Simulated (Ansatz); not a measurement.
Cl₃GeH₂N

```yaml
atoms:
  - { symbol: N, position_ang: [-0.4773, 0.5459, 0.9859] }
  - { symbol: Ge, position_ang: [0.1887, -0.3960, -0.3998] }
  - { symbol: Cl, position_ang: [1.6827, -1.7037, 0.3509] }
  - { symbol: Cl, position_ang: [-1.4024, -1.4935, -1.2771] }
  - { symbol: Cl, position_ang: [1.0882, 0.7642, -1.9570] }
  - { symbol: H, position_ang: [0.2210, 1.0526, 1.5136] }
  - { symbol: H, position_ang: [-1.2396, 1.1624, 0.7378] }
```

Geometry: PBE0-D4/def2-TZVP.

All numbers below come from Ansatz, RKS PBE0-D4/def2-TZVPP.

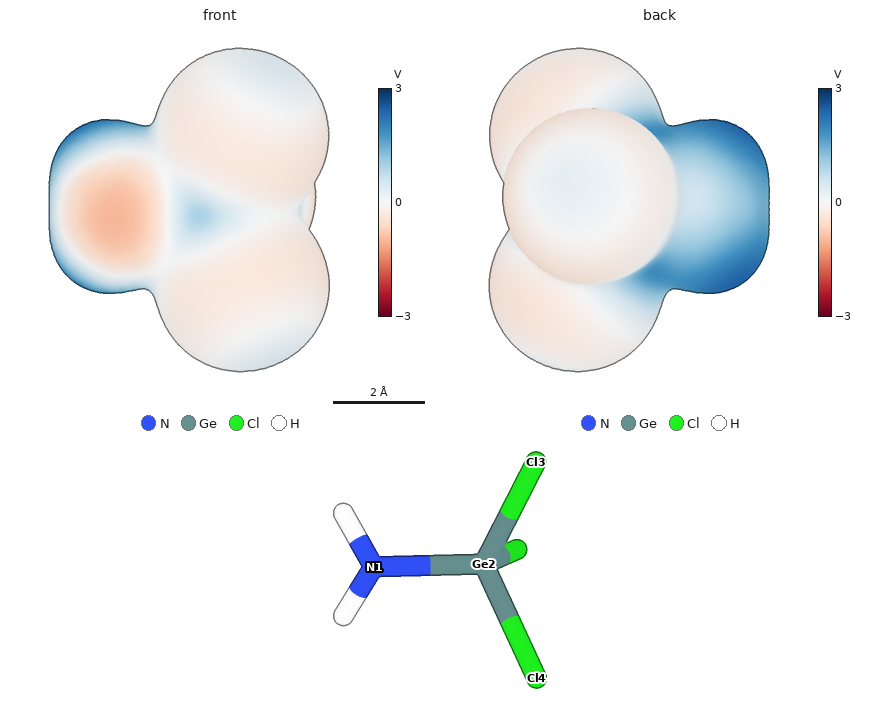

Figure 1. The electrostatic potential painted on the density surface at 0.002 e/bohr³, seen from the front and from behind; the colour scale runs from red (negative) to blue (positive). The bare structure is drawn below in the same view.

Question: Which sites attract a positive test charge, and which a negative one?

Answer: A positive charge is drawn to the negative regions and a negative charge to the positive ones. The most negative region (about −0.9 V) lies over N1, the most positive (about +2.3 V) over H6 and H7. Cl3 shows a σ-hole: about +0.3 V at the tip opposite its bond, against about −0.2 V on its flanks. Cl4 shows a σ-hole: about +0.3 V at the tip opposite its bond, against about −0.2 V on its flanks. Cl5 shows a σ-hole: about +0.3 V at the tip opposite its bond, against about −0.2 V on its flanks.

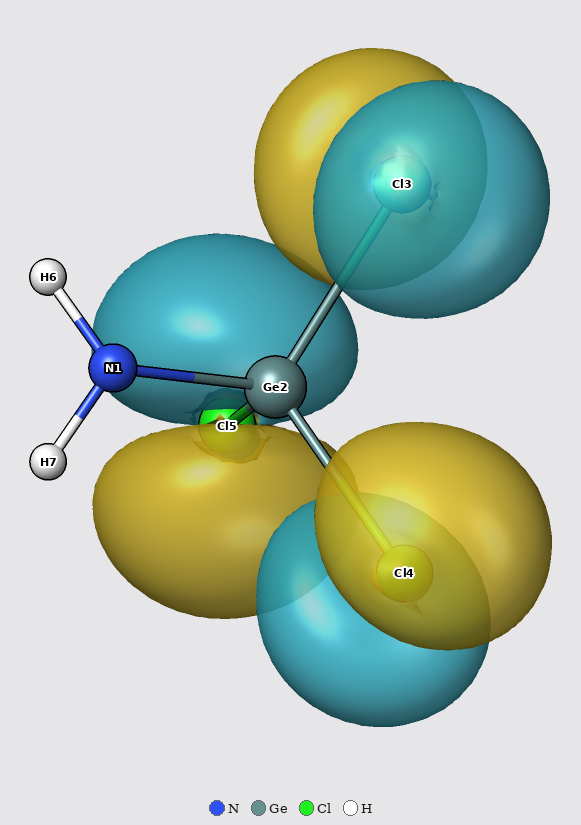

Figure 2. The HOMO−1 at ±0.08 Å⁻³ᐟ² (yellow and cyan are the two phases), seen at a tilt.

Question: Describe this orbital and give its energy.

Answer: It lies mainly on Cl5 (about 45 %), Cl4 (about 25 %) and Cl3 (about 25 %); largely a combination of lone pairs on Cl5, Cl4 and Cl3. Its energy is −9.25 eV.

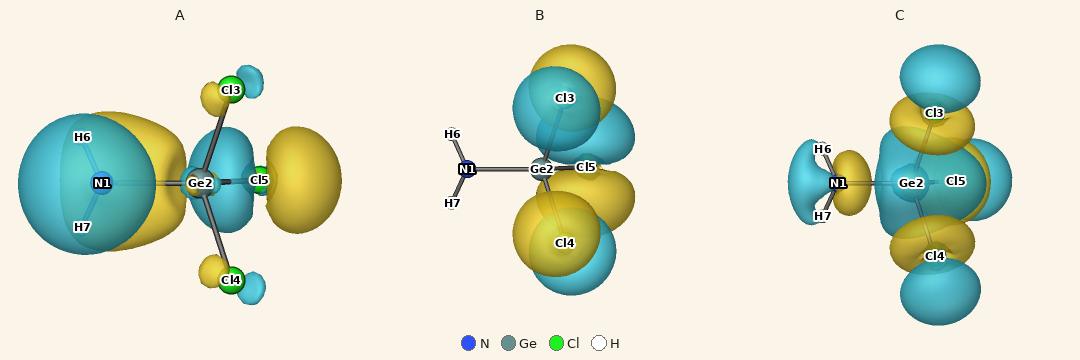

Figure 3. Three frontier orbitals at ±0.08 Å⁻³ᐟ² (yellow and cyan are the two phases), in no order.

Question: Order the three orbitals by energy and name them.

Answer: B is the HOMO−1 (−9.25 eV). By Hirshfeld shares it lies mainly on Cl5 (about 45 %), Cl4 (about 25 %) and Cl3 (about 25 %); largely a combination of lone pairs on Cl5, Cl4 and Cl3. A is the HOMO (−8.58 eV). By Hirshfeld shares it lies mainly on N1 (about 65 %), Cl5 (about 15 %) and Ge2 (about 10 %). C is the LUMO (−1.32 eV). By Hirshfeld shares it lies mainly on Ge2 (about 30 %), Cl5 (about 20 %), Cl4 (about 20 %), Cl3 (about 20 %) and N1 (about 5 %).

Question: What is the HOMO–LUMO gap?

Answer: 7.26 eV between the orbital energies.
